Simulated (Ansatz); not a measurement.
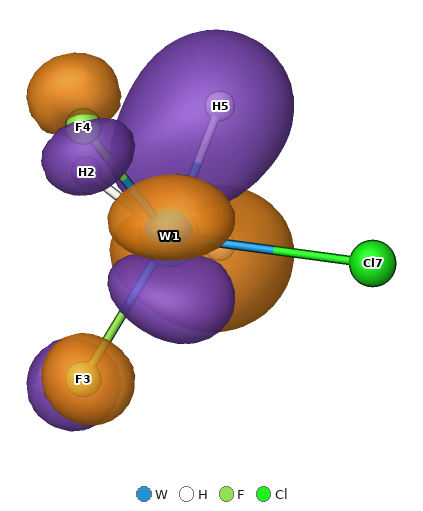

ClF$_{2}$H$_{3}$W. The HOMO−1 at ±0.15 Å⁻³ᐟ² (orange and purple are the two phases), seen at a tilt.

Core potentials replace the inner electrons of W.

Theory: RKS B3LYP-D4/def2-SVP in Ansatz.

| atom | x (Å) | y (Å) | z (Å) |
| --- | --- | --- | --- |
| W | 0.2720 | 0.2720 | -0.2626 |
| H | -0.1560 | -0.1560 | 1.2945 |
| F | 1.9920 | -0.2528 | 0.2816 |
| F | -0.2528 | 1.9920 | 0.2816 |
| H | -1.3290 | -0.0889 | 0.0675 |
| H | -0.0889 | -1.3290 | 0.0675 |
| Cl | -0.3072 | -0.3072 | -2.4000 |

Question: What is the character of this orbital?

Answer: By Hirshfeld shares it lies mainly on W1 (about 40 %), H5 (about 20 %), H6 (about 20 %), F3 (about 10 %) and F4 (about 10 %). Its energy is −8.56 eV.
